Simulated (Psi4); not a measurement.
# wB97X-D/6-31G (density fitting, scan variable a3) run of PHF2 (difluorophosphine)

We compute an energy scan of PHF2 (difluorophosphine). 

Program for the calculation: Psi4 1.11.

**1. The molecule**

PHF2 has 4 atoms, charge 0, and is taken as a singlet. SMILES: `FPF`. The coordinates come from a GFN2-xTB relaxation.

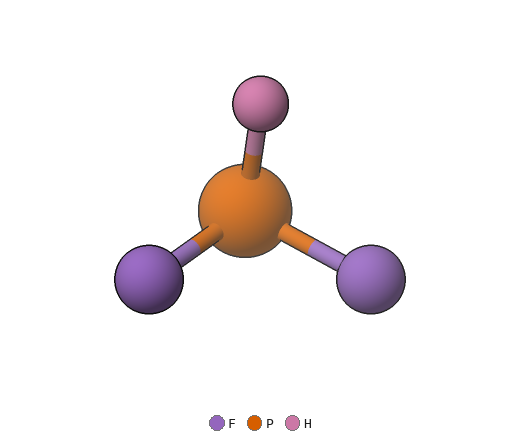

The structure, seen from a chosen angle (fluorine purple, phosphorus orange, hydrogen pink).

**2. An energy scan at wB97X-D/6-31G (density fitting, scan variable a3)**

File job.inp:

```
memory 1.6 GB

molecule molecule1 {
  0 1
  F
  P 1 R2
  F 2 R3 1 A3
  H 2 R4 3 A4 1 D4

  R2 = 1.616743
  R3 = 1.616712
  A3 = 94.74837
  R4 = 1.418362
  A4 = 92.61156
  D4 = 92.79116
  symmetry c1
}

set basis 6-31G

values = [79.7, 83.5, 87.2, 91.0, 94.7, 98.5, 102.2, 106.0, 109.7]
energies = []
for x in values:
    molecule1.A3 = x
    energies.append(energy("wb97x-d"))
    clean()

print_out('        A3   E / Eh          dE / kcal/mol\n')
for x, en in zip(values, energies):
    print_out(f'  {x:8.3f}   {en:14.8f}  {(en - min(energies)) * 627.509474:10.3f}\n')
```

Run with:

```console
$ psi4 -n 1 job.inp job.out
```

job.out:

```text
[...]
  Running in c1 symmetry.
[...]
  Nuclear repulsion =  118.980126761813736
[...]
  Multiplicity = 1
[...]
  Nalpha       = 17
  Nbeta        = 17
[...]
    Number of basis functions: 33
[...]
   @DF-RKS iter   1:  -541.36824997937015   -2.56069e-01   1.40772e-02 ADIIS/DIIS
[...]
   @DF-RKS iter   8:  -541.46907218099545   -2.05898e-09   2.15948e-07 DIIS
[...]
    Orbital Energies [Eh]
    ---------------------
    Doubly Occupied:
       1A    -77.367137     2A    -24.838172     3A    -24.837467
       4A     -6.810988     5A     -4.959929     6A     -4.956877
       7A     -4.948640     8A     -1.342977     9A     -1.314988
      10A     -0.773127    11A     -0.607699    12A     -0.602509
      13A     -0.564986    14A     -0.524076    15A     -0.516560
      16A     -0.490941    17A     -0.375310
[...]
  @DF-RKS Final Energy:  -541.46907218099545
   => Energetics <=
    Nuclear Repulsion Energy =            114.5314893797629878
    One-Electron Energy =                -978.3222249108910091
    Two-Electron Energy =                 354.4061010963357035
    DFT Exchange-Correlation Energy =     -32.0840661260528890
    Empirical Dispersion Energy =          -0.0003716201503261
    VV10 Nonlocal Energy =                  0.0000000000000000
    Total Energy =                       -541.4690721809954539
[...]
 Multipole Moments:
 ------------------------------------------------------------------------------------
     Multipole            Electronic (a.u.)      Nuclear  (a.u.)        Total (a.u.)
 ------------------------------------------------------------------------------------
 L = 1.  Multiply by 2.5417464519 to convert [e a0] to [Debye]
 Dipole X            :          1.0616775           -1.3648141           -0.3031366
 Dipole Y            :         -0.2272150            0.7445185            0.5173035
 Dipole Z            :         -0.1424199            0.5087669            0.3663470
 Magnitude           :                                                    0.7026413
[...]
```

Run time: 22 s. Hardware: 1 thread of AMD EPYC 7R43 (Zen 3), shared host; peak memory 0.36 GiB.

The scan, from its lowest point:

| F3–P2–F1 (°) | energy (kJ/mol) |
| --- | --- |
| 79.700 | 54.1 |
| 83.500 | 32.3 |
| 87.200 | 17.6 |
| 91.000 | 7.8 |
| 94.700 | 2.3 |
| 98.500 | 0.0 |
| 102.200 | 0.6 |
| 106.000 | 3.8 |
| 109.700 | 9.1 |

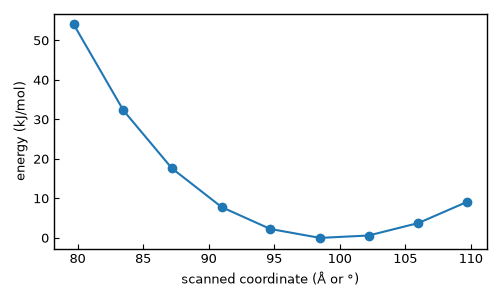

Energy along the scan.
